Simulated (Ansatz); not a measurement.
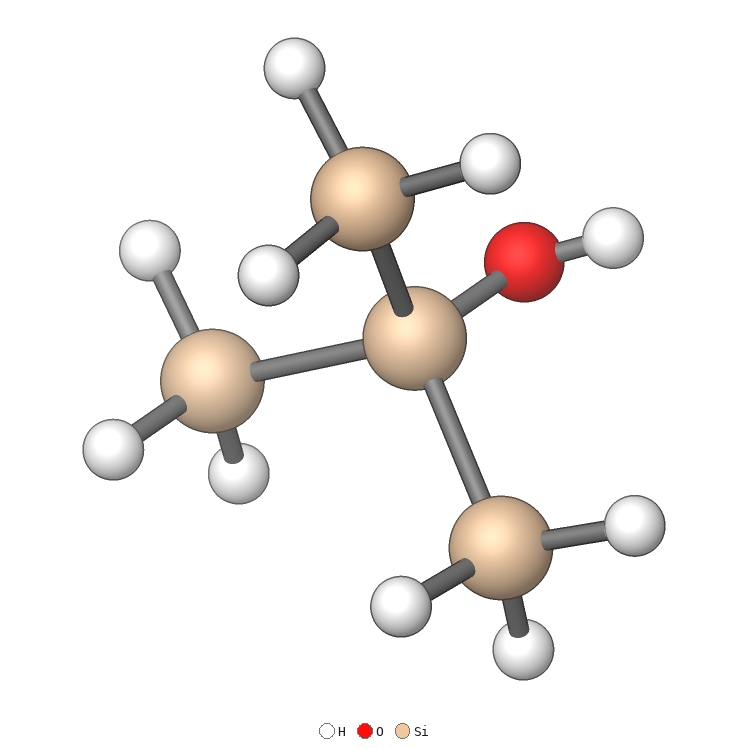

Ball-and-stick drawing of a structure.

The computed structure is the end point of a PBE0-D4/def2-TZVP optimisation.

Identify the structure.

It has 15 atoms: 10 hydrogen, 1 oxygen and 4 silicon (H₁₀OSi₄). This geometry has Cs symmetry. Coordination: 1 O bent; 4 Si tetrahedral.

More results for the same structure follow; atom numbers are the same in all pictures, views and colours differ.

**Geometry**

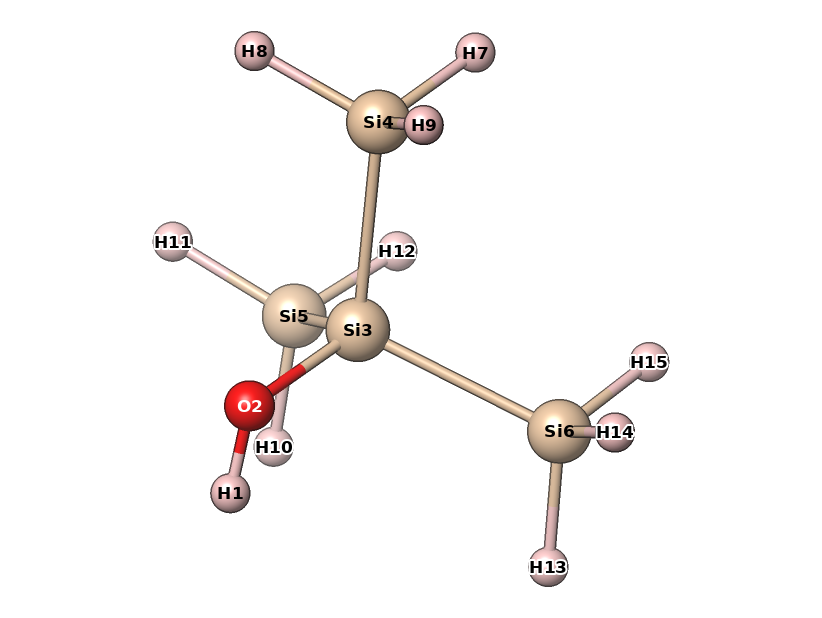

Si5 lies behind Si3. The molecule seen a little off the Si3–Si5 bond, Si3 in front. Distant atoms are faded towards the background colour.

What is the torsion angle Si4–Si3–Si5–H10? The sign is positive where the front bond must turn clockwise to cover the back bond.

Answer. −177°, antiperiplanar (anti). The bonds about Si3–Si5 are staggered.

**Dipole moment**

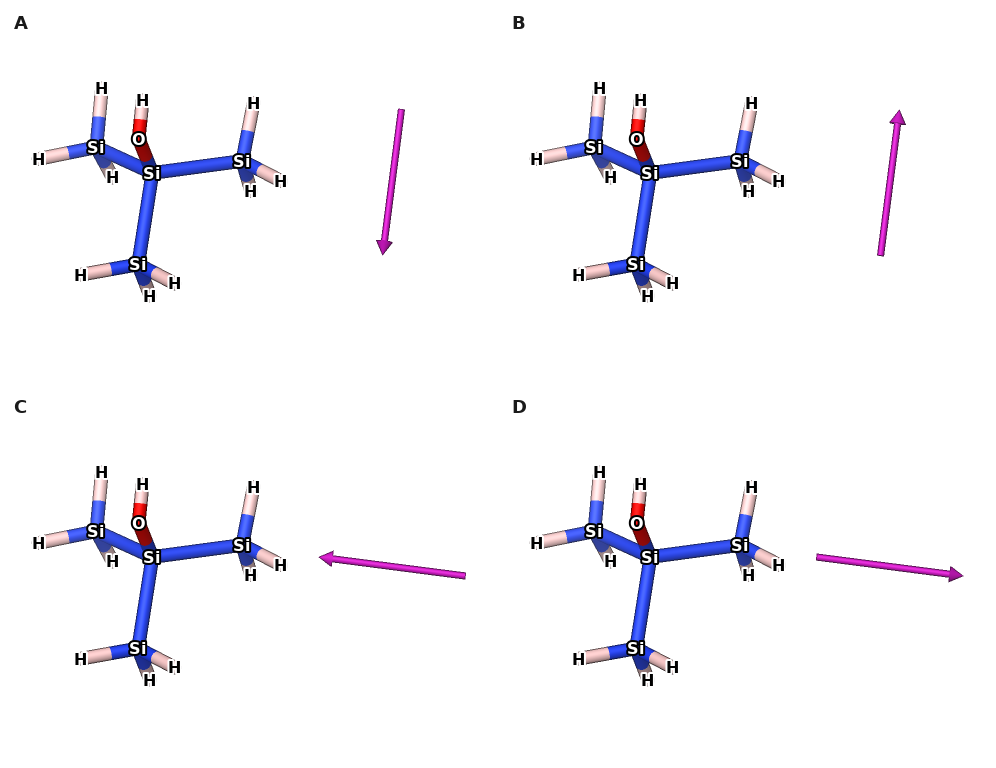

The same molecule four times, each with an arrow. Method: RKS PBE0-D4/def2-TZVP (Ansatz 0.2.0).

Which arrow points along the dipole moment, from the negative to the positive end?

Answer. B. The dipole moment is 1.10 D.

**Vibrations**

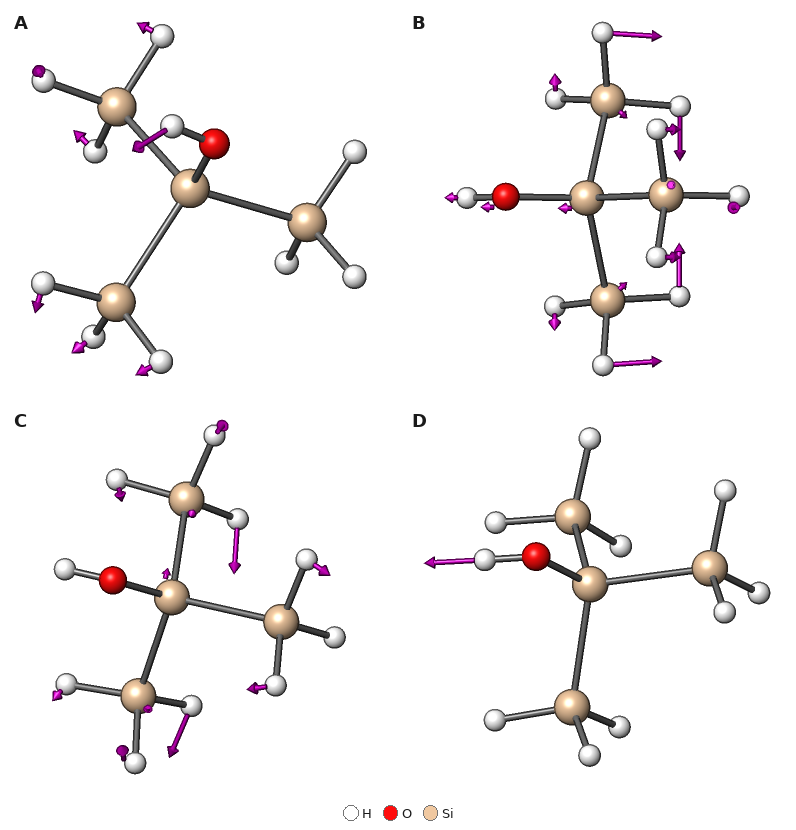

4 normal modes of one molecule or complex, as arrows. Harmonic vibrations computed with RKS PBE0-D4/def2-TZVP (Ansatz 0.2.0) at a stationary point of the same level.

Match the panels to the wavenumbers 107 cm⁻¹, 405 cm⁻¹, 885 cm⁻¹, 3907 cm⁻¹.

Answer. A: 885 cm⁻¹, angle bending
B: 107 cm⁻¹
C: 405 cm⁻¹
D: 3907 cm⁻¹, O–H stretching

**Charges**

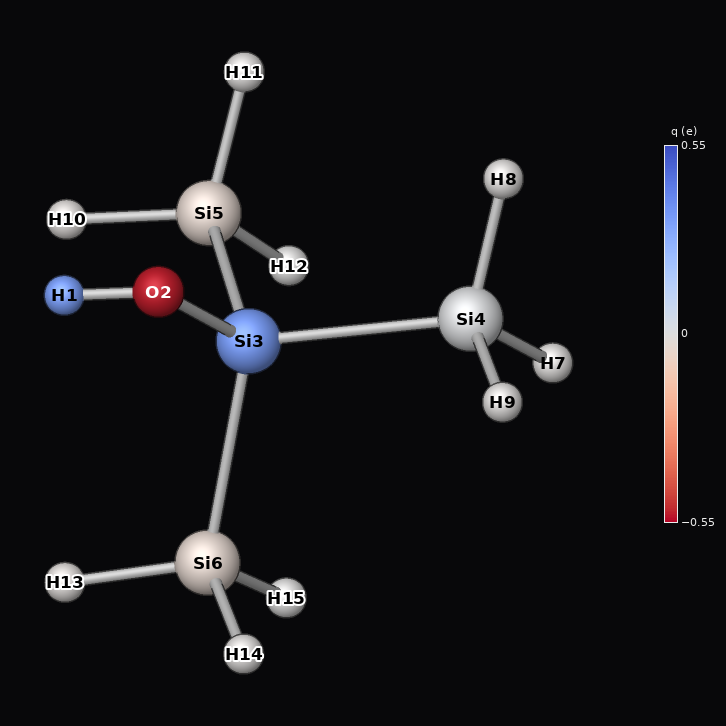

Atoms are coloured by their Mulliken charges. Properties computed with RKS PBE0-D4/def2-TZVP (Ansatz 0.2.0).

Which atom carries the highest charge (most positive or least negative)?

Answer. Si3 (0.33 e).

And the lowest?

Answer. O2 (−0.52 e).

List the Mulliken charges.

```json
{"atom": "H1", "value (e)": "0.32"}
{"atom": "O2", "value (e)": "−0.52"}
{"atom": "Si3", "value (e)": "0.33"}
{"atom": "Si4", "value (e)": "0.00"}
{"atom": "Si5", "value (e)": "−0.04"}
{"atom": "Si6", "value (e)": "−0.04"}
{"atom": "H7", "value (e)": "−0.01"}
{"atom": "H8", "value (e)": "0.00"}
{"atom": "H9", "value (e)": "0.00"}
{"atom": "H10", "value (e)": "−0.01"}
{"atom": "H11", "value (e)": "0.00"}
{"atom": "H12", "value (e)": "0.00"}
{"atom": "H13", "value (e)": "−0.01"}
{"atom": "H14", "value (e)": "0.00"}
{"atom": "H15", "value (e)": "0.00"}
```

**Electronic properties**

Level of theory: RKS PBE0-D4/def2-TZVPP (Ansatz 0.2.0).

Predict the main results.

- HOMO energy (Kohn–Sham orbital): −7.46 eV
- LUMO energy (Kohn–Sham orbital): −1.04 eV
- HOMO–LUMO gap: 6.42 eV
- dispersion correction: −35.2 kJ/mol

Mulliken values depend strongly on the basis set and can even reverse the polarity of a bond.
